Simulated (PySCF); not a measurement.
## A study: H$_{4}$N, charge +1, SMILES `[NH4+]`

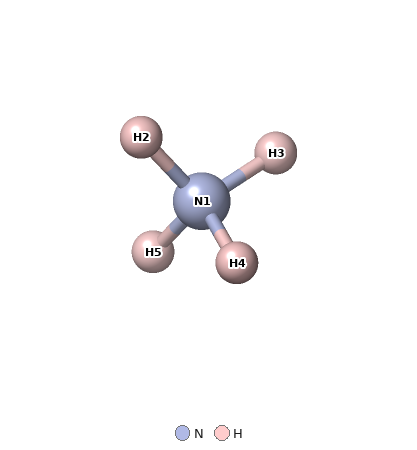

The molecule, with its atoms numbered as below. No frequency check shows the geometry to be a minimum.

Coordinates in Å:

```
N1       0.0000   -0.0000    0.0000
H2       0.8250   -0.5944    0.1611
H3      -0.8250   -0.5944   -0.1611
H4      -0.1611    0.5944    0.8250
H5       0.1611    0.5944   -0.8250
```

Part 1: Bonding charge

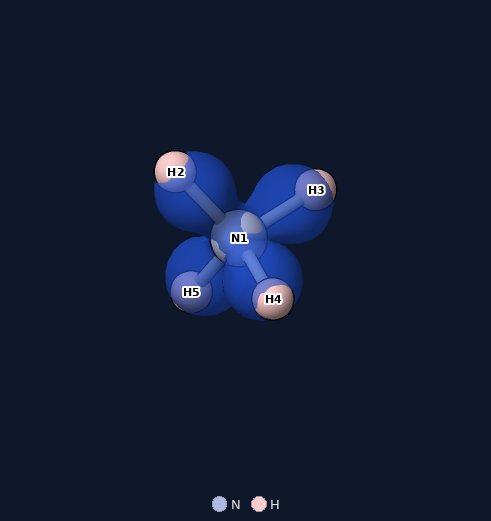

Deformation density (molecule less spherical, spin-averaged free atoms at the same positions), surfaces at ±0.2 e/Å³; blue: gain, red: loss.

Method: M06-2X/aug-cc-pVDZ; geometry: GFN2-xTB; program: PySCF.

> Describe the bonding that the map shows.

N1–H2, N1–H5, N1–H3 and N1–H4: +0.83 e/Å³ at the bond critical point (bond length 1.03 Å). In all, 0.8 electrons gather in the regions of gain relative to the promolecule of neutral atoms (the regions of loss give up this much and the cation's charge besides).

Part 2: Bond critical points

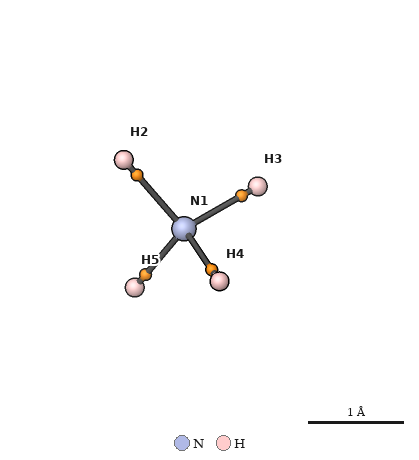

Molecular graph of the electron density (QTAIM): bond paths, bond critical points (orange), ring points (yellow, if any); weak paths are dashed.

> How many critical points of each kind are there, and does the count close?

5 nuclei, 4 bond, 0 ring and 0 cage critical points: 5 − 4 + 0 − 0 = 1, as the Poincaré–Hopf relation requires.

> Tabulate density, Laplacian, ellipticity and energy density at the bond critical points (atomic units).

| bond | length (Å) | ρ (a.u.) | ∇²ρ (a.u.) | ε | H (a.u.) |
| --- | --- | --- | --- | --- | --- |
| N1–H2 (4 alike) | 1.030 | 0.321 | −1.59 | 0.00 | −0.431 |

> What kind of interaction is N1–H2?

Shared-shell (covalent): ρ = 0.321, ∇²ρ = −1.59, H = −0.431 a.u.

Part 3: Electrostatic potential

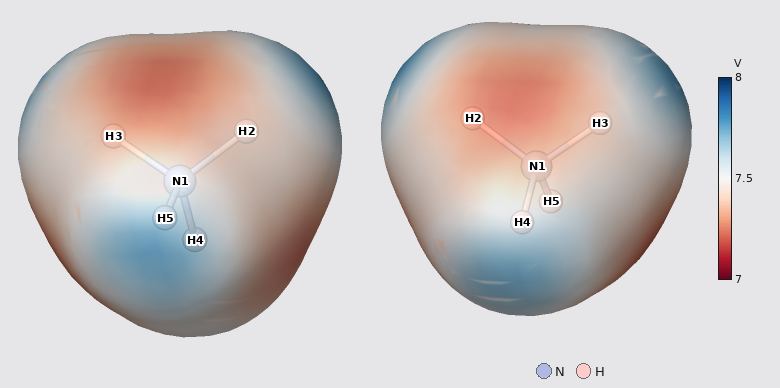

Electrostatic potential on the surface of electron density 0.001 a.u. (back view left, front view right).

> Where are the extremes of the potential on the surface?

Highest: 7.80 V, 1.1 Å from H3. Lowest: 7.21 V, near H4 (1.69 Å), H2 (1.72 Å), N1 (1.77 Å) and H5 (1.78 Å), and at like points elsewhere. The surface is sampled at points, so like sites can differ by a few per cent and only the strongest of them is named.

Part 4: In an electric field

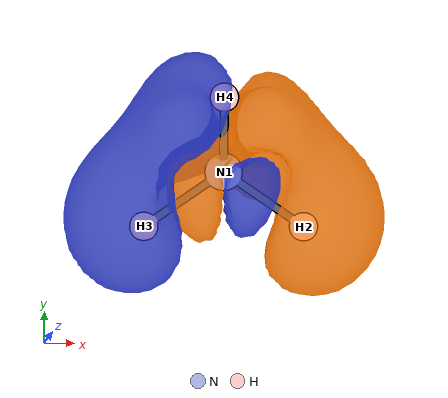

Change of the electron density in a uniform field of 0.21 V/Å, surfaces at ±0.001 e/Å³ (orange: gain, blue: loss).

PySCF calculation, LDA (SVWN)/def2-SVPD, gas phase; geometry: GFN2-xTB.

> Along which Cartesian direction does the field point?

Along −x: electrons gather on the +x side, against the field.

> How large is the response?

The induced dipole is 0.09 D (along the field); α along this axis, from the fields in both directions, is 9 bohr³ (1.4 Å³).

> Which atoms gain and lose the most charge?

Electrons gather most on H2 (Hirshfeld charge changes by −0.005 e) and leave H3 most (+0.005 e); 0.013 electrons are displaced in all.

Part 5: Removing or adding an electron

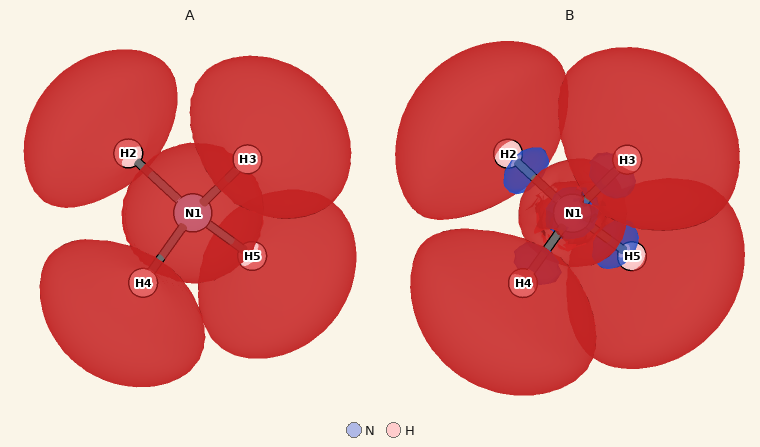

The Fukui function f⁺ from two separate SCF calculations and the density of the LUMO, at ±0.02 e/Å³ (red positive, blue negative).

PySCF calculation, PBE0/def2-SVP, gas phase; geometry: GFN2-xTB.

> Which panel is which, and how good is the frozen-orbital picture?

B is f⁺ (it has negative regions), A the LUMO density. The LUMO lies on N1 (23 %) and H2, H3, H4 and H5 (19 % each); f⁺ (Hirshfeld-condensed) is largest on H2, H3, H4 and H5 (0.21 each) and N1 (0.15); the vertical electron affinity is 3.54 eV (the stability of the neutral species's solution wasn't checked; rough: the basis has no diffuse functions). Relaxation shifts 9 % of the electron between atoms. The orbital energy is −5.50 eV.

Part 6: Localised orbitals

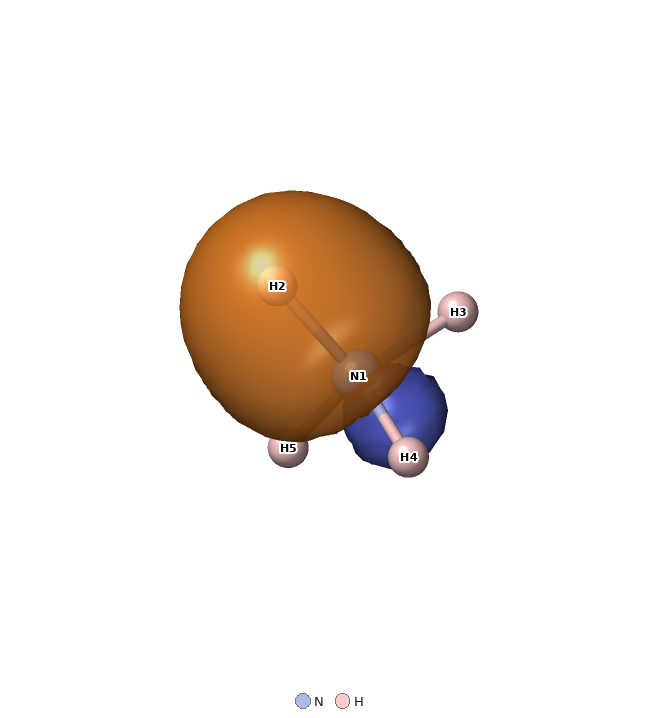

Foster–Boys orbitals, occupied; each surface holds about 85 % of the orbital's density. Energies are diagonal elements of the Fock matrix.

Level of theory: ωB97X/def2-SVP (PySCF), at a geometry from GFN2-xTB.

> What does this orbital represent?

σ bond N1–H2 (N1 66 %, H2 34 %; −28.3 eV).

The PySCF runs shown took 4.9 s, 4.1 s, 15 s and 2.4 s on 1 thread of Intel(R) Xeon(R) Platinum 8259CL CPU @ 2.50GHz (Skylake/Cascade Lake) (shared host).
